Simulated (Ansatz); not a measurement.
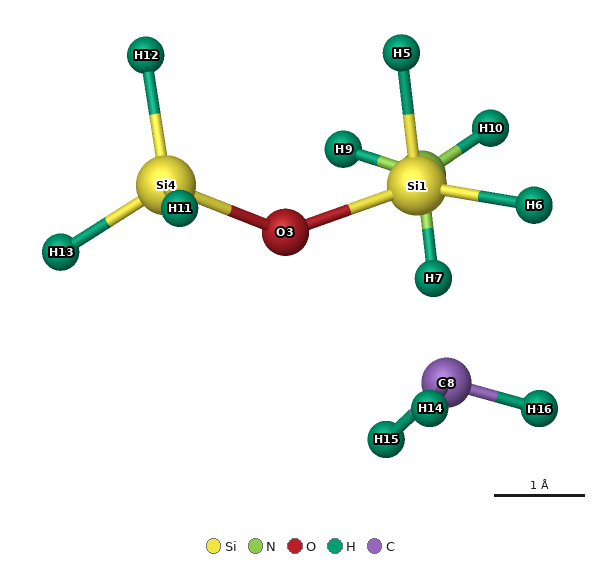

**Figure 1.** The structure as given in the input (ball-and-stick view, seen at a tilt; atoms are numbered from 1 in the order of the input).

CH₁₁NOSi₂: frequency calculation

The run: frequency calculation of CH₁₁NOSi₂. Method and program: RKS B3LYP-D4/def2-SVP (Ansatz 0.2.0).

It belongs to a series of runs on one base structure; here: vibrations at the highest image of the band. Figures and captions count atoms from 1; the log counts them from 0 in places.

The program's output
```
Engine: ansatz 0.2.0, aarch64-unknown-linux-gnu
Functional definition: B3LYP
  parameter a0 = 0.2
  parameter ax = 0.72
  parameter ac = 0.81
  exchange = (1 - a0 - ax)*slater_x + ax*b88_x + a0*exact_x
  correlation = (1 - ac)*vwn_rpa_c + ac*lyp_c
1415 factors; integrals over basis functions are off by at most 3.8e-4 eV
mean field evaluation 1: about -20489.3222 eV, gradient 7.7e1 eV
mean field evaluation 2: about -20471.4766 eV, gradient 1.2e2 eV
mean field evaluation 4: about -20501.2180 eV, gradient 7.1e0 eV
mean field evaluation 8: about -20501.3272 eV, gradient 1.3e-1 eV
mean field -20501.32723258 eV, -753.4098794988 hartree, gradient 3.0e-5 eV, S^2 0.000000; 0 other end points of the search recorded, 0 dependent functions left out
the calculation of the forces begins
reference -20501.32755085 eV, -753.4098911947 hartree; 30, 30 occupied and 103, 103 virtual orbitals, 1415 factors
these checks for a lower state are left out or cut short: stability, starts, cluster_reference, orbital_swaps, neighbouring_geometries, increment
1415 factors; integrals over basis functions are off by at most 3.8e-4 eV
mean field evaluation 16: about -20501.3232 eV, gradient 1.6e-1 eV
mean field -20501.32708356 eV, -753.4098740224 hartree, gradient 2.6e-6 eV, S^2 0.000000; 0 other end points of the search recorded, 0 dependent functions left out
[... from here on the field's lines of each further geometry are left out, up to the last ...]
the calculation of the forces begins
reference -20501.32746175 eV, -753.4098879205 hartree; 30, 30 occupied and 103, 103 virtual orbitals, 1415 factors
these checks for a lower state are left out or cut short: stability, starts, cluster_reference, orbital_swaps, neighbouring_geometries, increment
1415 factors; integrals over basis functions are off by at most 3.8e-4 eV
mean field -20501.32712745 eV, -753.4098756350 hartree, gradient 1.2e-6 eV, S^2 0.000000; 0 other end points of the search recorded, 0 dependent functions left out
the calculation of the forces begins
reference -20501.32744569 eV, -753.4098873302 hartree; 30, 30 occupied and 103, 103 virtual orbitals, 1415 factors
WARN: phonons: modes at or below zero, which the zero-point energy, F, S and C_V leave out: 1, the lowest at -1317.03 cm⁻¹. A minimum has none, and a first-order saddle one
Total energy: -20501.88384005 eV, -753.4303344458 hartree
Atom 0 at     0.623818     0.482090     0.437879 Å, force    -0.001121     0.004484    -0.000529 eV/Å
Atom 1 at     1.437921    -1.223659     0.621694 Å, force     0.008090    -0.009258     0.011817 eV/Å
Atom 2 at    -0.489745     0.541313    -0.805355 Å, force    -0.026749    -0.013653     0.011496 eV/Å
Atom 3 at    -0.724287     1.185647    -2.317620 Å, force     0.012521     0.010317    -0.011854 eV/Å
Atom 4 at     1.797123     1.136523    -0.272056 Å, force    -0.000490    -0.000361    -0.000505 eV/Å
Atom 5 at     0.579612     1.301375     1.680390 Å, force     0.003120     0.001723    -0.000210 eV/Å
Atom 6 at     0.366296    -1.346381     1.133337 Å, force    -0.006549     0.006793     0.002555 eV/Å
Atom 7 at    -0.985457    -0.762635     1.590775 Å, force     0.008018    -0.000645    -0.013244 eV/Å
Atom 8 at     1.588904    -1.721550    -0.259090 Å, force    -0.001970    -0.001484     0.000823 eV/Å
Atom 9 at     2.282839    -1.283885     1.196326 Å, force     0.004053     0.000025    -0.004711 eV/Å
Atom 10 at    -1.440851     2.489675    -2.219464 Å, force    -0.001420    -0.000779     0.000366 eV/Å
Atom 11 at     0.574116     1.399303    -3.025529 Å, force    -0.000499     0.001488     0.001715 eV/Å
Atom 12 at    -1.553106     0.232750    -3.107680 Å, force     0.000711     0.000523    -0.000803 eV/Å
Atom 13 at    -1.679482     0.076183     1.419987 Å, force     0.001353    -0.000812     0.001768 eV/Å
Atom 14 at    -1.529172    -1.662137     1.240485 Å, force    -0.000168     0.001921     0.000733 eV/Å
Atom 15 at    -0.848332    -0.844513     2.685922 Å, force     0.001101    -0.000283     0.000583 eV/Å
Dipole moment:     0.560717    -0.407906    -0.057999 e Å
Vibrations: -1317.03 15.45 56.85 86.28 113.01 164.00 178.11 249.92 339.56 451.57 538.53 561.95 579.22 646.52 715.78 718.35 738.67 782.88 822.11 897.70 958.52 960.67 975.91 1017.83 1070.86 1101.74 1205.88 1382.76 1432.16 1472.86 1557.77 1898.20 2061.54 2202.61 2210.69 2225.98 2234.71 2984.46 3064.87 3100.77 3461.22 3569.41 cm⁻¹, zero-point energy 3.149687 eV
```

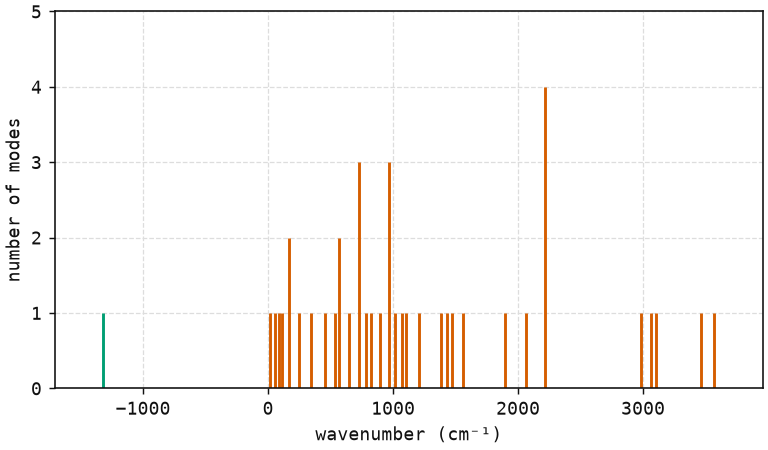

**Figure 2.** Harmonic vibrational wavenumbers from the force constants; neighbouring modes closer than 22 cm⁻¹ are counted in one stick, and imaginary ones are drawn at negative wavenumbers. 42 modes from 1317i to 3569 cm⁻¹, 1 imaginary beyond 8i (1317i cm⁻¹): a first-order saddle point, if the geometry is stationary.

The run was set up as follows.

The input
```yaml
crystal:
  periodic: [false, false, false]
  atoms:
    - { symbol: Si, position_ang: [0.623818, 0.48209, 0.437879] }
    - { symbol: "N", position_ang: [1.437921, -1.223659, 0.621694] }
    - { symbol: O, position_ang: [-0.489745, 0.541313, -0.805355] }
    - { symbol: Si, position_ang: [-0.724287, 1.185647, -2.31762] }
    - { symbol: H, position_ang: [1.797123, 1.136523, -0.272056] }
    - { symbol: H, position_ang: [0.579612, 1.301375, 1.68039] }
    - { symbol: H, position_ang: [0.366296, -1.346381, 1.133337] }
    - { symbol: C, position_ang: [-0.985457, -0.762635, 1.590775] }
    - { symbol: H, position_ang: [1.588904, -1.72155, -0.25909] }
    - { symbol: H, position_ang: [2.282839, -1.283885, 1.196326] }
    - { symbol: H, position_ang: [-1.440851, 2.489675, -2.219464] }
    - { symbol: H, position_ang: [0.574116, 1.399303, -3.025529] }
    - { symbol: H, position_ang: [-1.553106, 0.23275, -3.10768] }
    - { symbol: H, position_ang: [-1.679482, 0.076183, 1.419987] }
    - { symbol: H, position_ang: [-1.529172, -1.662137, 1.240485] }
    - { symbol: H, position_ang: [-0.848332, -0.844513, 2.685922] }
basis:
  gaussian: { orbitals: def2-SVP }
hamiltonian:
  xc: b3lyp
  dispersion: d4
phonons: {}
```

Run as:
```bash
ansatz run input.yaml --threads 4 --pin off --max-ram 5120MiB --backend cpu --events-out ev --progress --plain --runs-dir out
```

Key numbers

```csv
quantity,value
outcome,converged
total energy,−20501.8838 eV
mean-field energy,−20501.3276 eV
largest force (length of the vector),0.032 eV/Å
hardware,"4 threads of Arm Neoverse N1, 16 GiB of memory available, shared host"
wall time,4.2 min (CPU time 16 min)
peak memory,0.34 GiB
```
